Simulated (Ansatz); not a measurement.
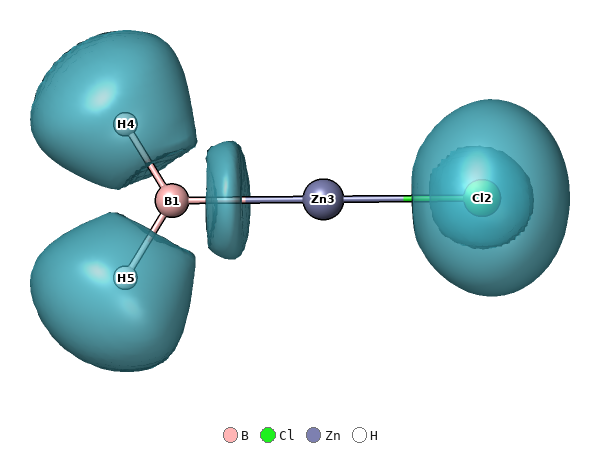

BClH₂Zn (SMILES [BH2][Zn][Cl]). Isosurface of the ELF at 0.75 (cyan), seen across its widest extent. Only the valence region is drawn (cores and ρ < 0.01 e/Å³ removed).

Geometry: BLYP-D3(BJ)/def2-SVP.

Theory: isolated molecule in a Gaussian basis; Kohn-Sham density functional theory, functional PBE0 (Ansatz).

Input

```
crystal:
  periodic: [false, false, false]
  atoms:
    - {symbol: B, position_ang: [0.514893, 1.187118, -0.675946]}
    - {symbol: Cl, position_ang: [-0.970547, -2.723744, -0.410724]}
    - {symbol: Zn, position_ang: [-0.210255, -0.721710, -0.546774]}
    - {symbol: H, position_ang: [1.188036, 1.666838, 0.212350]}
    - {symbol: H, position_ang: [0.288492, 1.883350, -1.643576]}
basis:
  gaussian: {orbitals: def2-TZVPD}
output: {forces: true, orbitals: {seedname: orbitals}}
hamiltonian: {xc: {name: PBE0}}
```

Command:

```sh
ansatz run input.yaml --threads 2 --pin off --max-ram 4350MiB --events-out events.jsonl --progress --plain --runs-dir runs
```

**Describe the localisation domains.**

The ELF exceeds this value in two regions around hydrogen nuclei, one lobe of the valence shell of B pointing towards Zn (polar bonds) and one region wrapped around Cl (its valence shell). Profiles from the grid: Zn–B (2.05 Å): the ELF peaks at about 0.95 in the valence shell of B, 0.8 Å from its nucleus, and is about 0.55 at the midpoint. Zn–Cl (2.15 Å): the ELF peaks at about 0.85 in the valence shell of Cl, 0.9 Å from its nucleus, and is about 0.45 at the midpoint.
